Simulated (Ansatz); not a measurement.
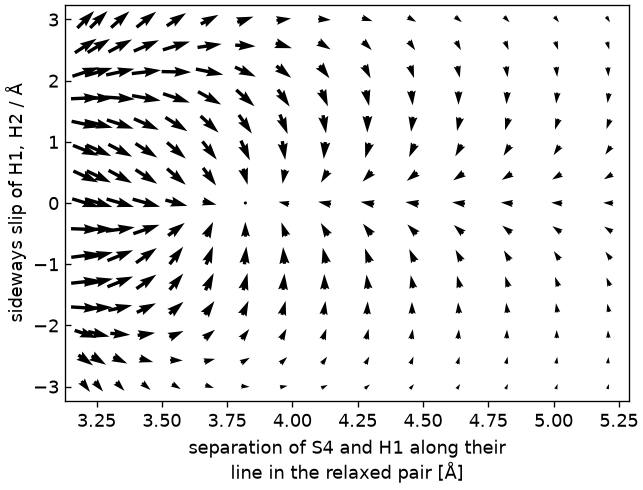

The pair H₂···O₂S. 
- Coordinates scanned: (1) separation of S4 and H1 along their line in the relaxed pair; (2) sideways slip of H1, H2.
- Nothing is relaxed (both partners rigid).
- Grid: 15 × 15 points.
- Points are written as (first, second).
- Method: RHF/def2-TZVPD in Ansatz 0.2.0.

Drawn: arrows along the force (downhill), their lengths compressed.

> The arrows alone are given. Where is the energy lowest?

The arrows converge at (3.820 Å, 0.00 Å) (read from the interpolated surface).

The energy map of the same scan:

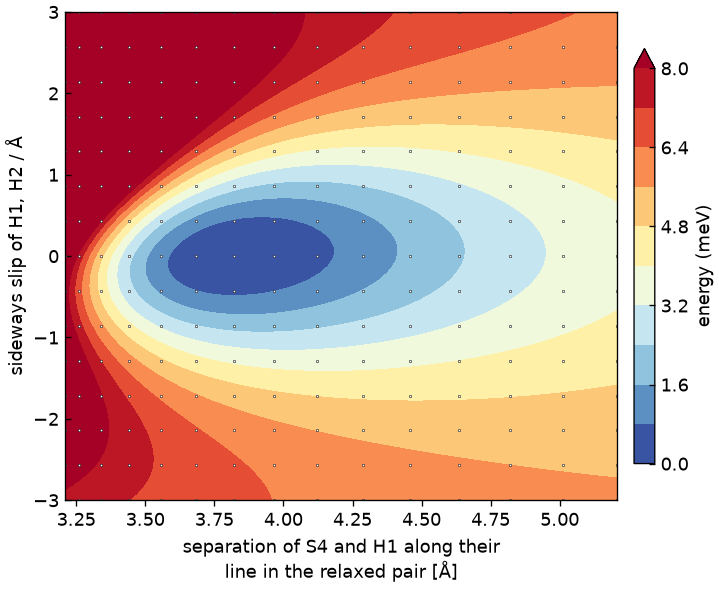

Energies are in meV, from the lowest grid point; between grid points the surface is interpolated.
